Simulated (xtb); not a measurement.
**Run report: Si$_{4}$NH$_{9}$O, geometry relaxation (part 3 of 5)**

Si$_{4}$NH$_{9}$O, SMILES [SiH3]N1[SiH2]O[SiH2][SiH2]1; GFN2-xTB (xtb 6.7.1). The geometry comes from this level: GFN2-xTB.

Geometry of the input (Å):
```
Si -0.2951  -2.1193  0.9314
N  -0.0184  -0.5415  0.2591
Si 0.8644  -0.3919  -1.2361
O  0.7874  1.1904  -1.5961
Si 0.0487  2.3453  -0.6900
Si -0.6954  0.9219  0.9583
H  -1.5267  -2.6912  0.3752
H  0.8497  -2.9553  0.5712
H  -0.4159  -1.9660  2.3805
H  2.2725  -0.7169  -1.0387
H  0.2022  -1.1051  -2.3219
H  1.1157  3.3063  -0.3936
H  -0.9139  2.9561  -1.6124
H  -0.1289  1.0518  2.3110
H  -2.1461  0.7152  1.1020
```

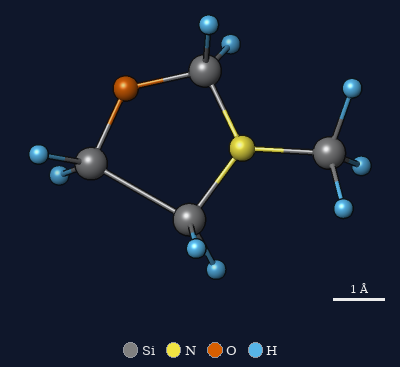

Figure 1. The input geometry (ball-and-stick view, seen at a tilt).

**Log, continued**
```
 --------------------
H7-Si1-N2=109.99               H8-Si1-N2=107.46               H8-Si1-H7=109.87               H9-Si1-N2=107.46
H9-Si1-H7=110.36               H9-Si1-H8=111.62               Si3-N2-Si1=119.28              Si6-N2-Si1=122.85
Si6-N2-Si3=117.71              O4-Si3-N2=104.46               Si5-Si3-N2= 77.14              Si5-Si3-O4= 27.32
H10-Si3-N2=110.78              H10-Si3-O4=106.96              H10-Si3-Si5=117.71             H11-Si3-N2=111.43
H11-Si3-O4=106.96              H11-Si3-Si5=117.62             H11-Si3-H10=115.47             Si5-O4-Si3=125.70
O4-Si5-Si3= 26.98              Si6-Si5-Si3= 69.08             Si6-Si5-O4= 96.06              H12-Si5-Si3=116.95
H12-Si5-O4=104.12              H12-Si5-Si6=119.86             H13-Si5-Si3=117.11             H13-Si5-O4=103.99
H13-Si5-Si6=119.63             H13-Si5-H12=109.36             Si5-Si6-N2= 96.05              H14-Si6-N2=106.90
H14-Si6-Si5=118.77             H15-Si6-N2=107.57              H15-Si6-Si5=118.20             H15-Si6-H14=107.59

 selected dihedral angles (degree)
 ---------------------------------
Si3-N2-Si1-H7=273.70          Si3-N2-Si1-H8= 33.27          Si3-N2-Si1-H9=153.53          Si6-N2-Si1-H7= 88.95
Si6-N2-Si1-H8=208.52          Si6-N2-Si1-H9=328.77          O4-Si3-N2-Si1=177.07          O4-Si3-N2-Si6=  1.58
Si5-Si3-N2-Si1=176.85         Si5-Si3-N2-Si6=  1.36         H10-Si3-N2-Si1=291.91         H10-Si3-N2-Si6=116.42
H11-Si3-N2-Si1= 61.94         H11-Si3-N2-Si6=246.45         Si5-O4-Si3-N2=359.53          Si5-O4-Si3-H10=242.03
Si5-O4-Si3-H11=117.76         Si6-Si5-O4-Si3=359.52         H12-Si5-O4-Si3=122.40         H13-Si5-O4-Si3=236.92
Si5-Si6-N2-Si1=183.00         Si5-Si6-N2-Si3=358.32         H14-Si6-N2-Si1= 60.46         H14-Si6-N2-Si3=235.77
H15-Si6-N2-Si1=305.15         H15-Si6-N2-Si3=120.46         N2-Si6-Si5-Si3=  0.96         N2-Si6-Si5-O4=  1.19
N2-Si6-Si5-H12=251.08         N2-Si6-Si5-H13=111.07         H14-Si6-Si5-Si3=114.01        H14-Si6-Si5-O4=114.25
H14-Si6-Si5-H12=  4.14        H14-Si6-Si5-H13=224.12        H15-Si6-Si5-Si3=247.30        H15-Si6-Si5-O4=247.53
H15-Si6-Si5-H12=137.42        H15-Si6-Si5-H13=357.41

 CMA Distance (Angstroems)
 ---------------------------
R(CMA):  0.4082
           -------------------------------------------------
          |                Final Singlepoint                |
           -------------------------------------------------

          ...................................................
          :                      SETUP                      :
          :.................................................:
          :  # basis functions                  57          :
          :  # atomic orbitals                  53          :
          :  # shells                           25          :
          :  # electrons                        36          :
          :  max. iterations                   250          :
          :  Hamiltonian                  GFN2-xTB          :
          :  restarted?                      false          :
          :  GBSA solvation                  false          :
          :  PC potential                    false          :
          :  electronic temp.          300.0000000     K    :
          :  accuracy                    1.0000000          :
          :  -> integral cutoff          0.2500000E+02      :
          :  -> integral neglect         0.1000000E-07      :
          :  -> SCF convergence          0.1000000E-05 Eh   :
          :  -> wf. convergence          0.1000000E-03 e    :
          :  Broyden damping             0.4000000          :
          :  net charge                          0          :
          :  unpaired electrons                  0          :
          ...................................................

 iter      E             dE          RMSdq      gap      omega  full diag
   1    -18.8251791 -0.188252E+02  0.171E-04    4.31       0.0  T
   2    -18.8251791 -0.206271E-10  0.128E-04    4.31     202.5  T
   3    -18.8251791 -0.721911E-11  0.943E-05    4.31     273.9  T

   *** convergence criteria satisfied after 3 iterations ***

         #    Occupation            Energy/Eh            Energy/eV
      -------------------------------------------------------------
         1        2.0000           -0.8007663             -21.7900
       ...           ...                  ...                  ...
        12        2.0000           -0.4310875             -11.7305
        13        2.0000           -0.4286173             -11.6633
        14        2.0000           -0.4252573             -11.5718
        15        2.0000           -0.4132401             -11.2448
        16        2.0000           -0.4112871             -11.1917
        17        2.0000           -0.3713632             -10.1053
        18        2.0000           -0.3614191              -9.8347 (HOMO)
        19                         -0.2029370              -5.5222 (LUMO)
        20                         -0.1994877              -5.4283
        21                         -0.1957020              -5.3253
        22                         -0.1777120              -4.8358
        23                         -0.1675510              -4.5593
       ...                                ...                  ...
        53                          1.0736481              29.2155
      -------------------------------------------------------------
                  HL-Gap            0.1584821 Eh            4.3125 eV
             Fermi-level           -0.2821780 Eh           -7.6785 eV

 SCC (total)                   0 d,  0 h,  0 min,  0.012 sec
 SCC setup                      ...        0 min,  0.000 sec (  0.758%)
 Dispersion                     ...        0 min,  0.000 sec (  0.411%)
 classical contributions        ...        0 min,  0.000 sec (  0.303%)
 integral evaluation            ...        0 min,  0.002 sec ( 21.094%)
 iterations                     ...        0 min,  0.003 sec ( 27.753%)
 molecular gradient             ...        0 min,  0.006 sec ( 48.692%)
 printout                       ...        0 min,  0.000 sec (  0.847%)

         :::::::::::::::::::::::::::::::::::::::::::::::::::::
         ::                     SUMMARY                     ::
         :::::::::::::::::::::::::::::::::::::::::::::::::::::
         :: total energy             -18.670048107353 Eh    ::
         :: gradient norm              0.000034915112 Eh/a0 ::
         :: HOMO-LUMO gap              4.312518239368 eV    ::
         ::.................................................::
         :: SCC energy               -18.825143063293 Eh    ::
         :: -> isotropic ES            0.091653717522 Eh    ::
         :: -> anisotropic ES         -0.004463658868 Eh    ::
         :: -> anisotropic XC         -0.002425052085 Eh    ::
         :: -> dispersion             -0.015163033384 Eh    ::
         :: repulsion energy           0.155094955940 Eh    ::
         :: add. restraining           0.000000000000 Eh    ::
         :: total charge              -0.000000000000 e     ::
         :::::::::::::::::::::::::::::::::::::::::::::::::::::

           -------------------------------------------------
          |                Numerical Hessian                |
           -------------------------------------------------
step length          :   0.00500
SCC accuracy         :   0.30000
Hessian scale factor :   1.00000
frozen atoms in %    :   0.00000    0
RMS gradient         :   0.00003
estimated CPU  time      0.02 min

writing file <hessian>, containing the non-mass-weighted Hessian matrix in atomic units (Eₕ/Bohr²).

 projected vibrational frequencies (cm⁻¹)
eigval :       -0.00    -0.00     0.00     0.00     0.00     0.00
eigval :       -5.55    55.07   113.46   175.57   187.46   251.50
eigval :      328.65   347.54   450.04   471.07   491.99   530.60
eigval :      557.05   572.32   572.99   582.54   593.06   611.92
eigval :      631.04   714.15   761.95   768.98   779.96   783.82
eigval :      801.96   807.10   822.35   932.51   982.73   994.64
eigval :     2141.02  2163.34  2192.74  2209.08  2209.99  2251.09
eigval :     2258.12  2278.55  2311.84
           -------------------------------------------------
          |                Property Printout                |
           -------------------------------------------------

    * Orbital Energies and Occupations

         #    Occupation            Energy/Eh            Energy/eV
      -------------------------------------------------------------
         1        2.0000           -0.8007663             -21.7900
       ...           ...                  ...                  ...
         6        2.0000           -0.5125886             -13.9482
         7        2.0000           -0.4833578             -13.1528
         8        2.0000           -0.4765968             -12.9689
         9        2.0000           -0.4733227             -12.8798
        10        2.0000           -0.4397899             -11.9673
        11        2.0000           -0.4348140             -11.8319
        12        2.0000           -0.4310876             -11.7305
        13        2.0000           -0.4286174             -11.6633
        14        2.0000           -0.4252573             -11.5718
        15        2.0000           -0.4132402             -11.2448
        16        2.0000           -0.4112870             -11.1917
        17        2.0000           -0.3713632             -10.1053
        18        2.0000           -0.3614191              -9.8347 (HOMO)
        19                         -0.2029372              -5.5222 (LUMO)
        20                         -0.1994876              -5.4283
        21                         -0.1957020              -5.3253
        22                         -0.1777119              -4.8358
        23                         -0.1675509              -4.5593
        24                         -0.1652113              -4.4956
        25                         -0.1523076              -4.1445
        26                         -0.1500066              -4.0819
        27                         -0.1336815              -3.6377
        28                         -0.1283301              -3.4920
        29                         -0.1242483              -3.3810
       ...                                ...                  ...
        53                          1.0736480              29.2154
      -------------------------------------------------------------
                  HL-Gap            0.1584819 Eh            4.3125 eV
             Fermi-level           -0.2821781 Eh           -7.6785 eV

     #   Z          covCN         q      C6AA      α(0)
     1  14          3.887     0.506    96.582    18.796
     2   7          2.459    -0.538    34.624     8.738
     3  14          4.106     0.590    94.505    18.589
     4   8          1.539    -0.499    22.963     6.464
     5  14          3.848     0.457    97.822    18.918
     6  14          3.917     0.440    98.194    18.951
     7   1          0.917    -0.108     5.848     3.782
     8   1          0.918    -0.122     6.420     3.963
     9   1          0.919    -0.107     5.809     3.769
    10   1          0.920    -0.101     5.607     3.703
    11   1          0.920    -0.103     5.685     3.729
    12   1          0.917    -0.096     5.418     3.640
    13   1          0.917    -0.097     5.459     3.654
    14   1          0.916    -0.110     5.937     3.811
    15   1          0.916    -0.112     6.011     3.835

 Mol. C6AA /au·bohr⁶  :       5053.723019
 Mol. C8AA /au·bohr⁸  :     206225.110945
 Mol. α(0) /au        :        124.344173

Wiberg/Mayer (AO) data.
largest (>0.10) Wiberg bond orders for each atom

 ---------------------------------------------------------------------------
     #   Z sym  total        # sym  WBO       # sym  WBO       # sym  WBO
 ---------------------------------------------------------------------------
     1  14      3.679 --     2      1.019     8      0.893     9      0.892
                             7      0.888
     2   7      3.283 --     3      1.020     1      1.019     6      1.002
     3  14      3.841 --     4      1.076     2      1.020    11      0.874
                            10      0.874
     4   8      2.259 --     3      1.076     5      1.049
     5  14      3.745 --     4      1.049    12      0.886    13      0.886
                             6      0.821
     6  14      3.660 --     2      1.002    15      0.881    14      0.880
                             5      0.821
     7   1      0.988 --     1      0.888
     8   1      0.985 --     1      0.893
     9   1      0.989 --     1      0.892
    10   1      0.990 --     3      0.874
    11   1      0.989 --     3      0.874
    12   1      0.991 --     5      0.886
    13   1      0.990 --     5      0.886
    14   1      0.988 --     6      0.880
    15   1      0.987 --     6      0.881
 ---------------------------------------------------------------------------

Topologies differ in total number of bonds
Writing topology from bond orders to xtbtopo.mol

molecular dipole:
                 x           y           z       tot (Debye)
 q only:       -0.413       0.226       0.566
   full:       -0.237      -0.029       0.302       0.978
molecular quadrupole (traceless):
                xx          xy          yy          xz          yz          zz
 q only:       -1.236      -2.825       4.700       0.812       3.574      -3.464
  q+dip:        3.238      -1.256      -1.517       3.399       4.391      -1.721
   full:        0.075      -2.664       2.420       1.010       4.158      -2.495

           -------------------------------------------------
          |                Geometry Summary                 |
           -------------------------------------------------

      molecular mass/u    :      151.4195697
   center of mass at/Å    :        0.0626869       0.2069091      -0.1419916
  moments of inertia/u·Å² :        0.1859513E+03   0.4270559E+03   0.5895653E+03
rotational constants/cm⁻¹ :        0.9065616E-01   0.3947407E-01   0.2859332E-01

 * 15 selected distances

     #   Z          #   Z                                           value/Å
     1  14          2   7                                         1.7369631
     2   7          3  14                                         1.7427637
     3  14          4   8                                         1.6247199
     4   8          5  14                                         1.6435885
     2   7          6  14                                         1.7576354
     5  14          6  14                                         2.3016139 (max)
     1  14          7   1                                         1.4673320
     1  14          8   1                                         1.4628313
     1  14          9   1                                         1.4621423
     3  14         10   1                                         1.4579529 (min)
     3  14         11   1                                         1.4586897
     5  14         12   1                                         1.4663764
     5  14         13   1                                         1.4665720
Molecule has no symmetry elements
It seems to be the C1 point group
     6  14         14   1                                         1.4715781
     6  14         15   1                                         1.4726769

 * 4 distinct bonds (by element types)

   Z      Z             #   av. dist./Å        max./Å        min./Å
   1 H   14 Si          9     1.4651279     1.4726769     1.4579529
   7 N   14 Si          3     1.7457874     1.7576354     1.7369631
   8 O   14 Si          2     1.6341542     1.6435885     1.6247199
  14 Si  14 Si          1     2.3016139     2.3016139     2.3016139
```
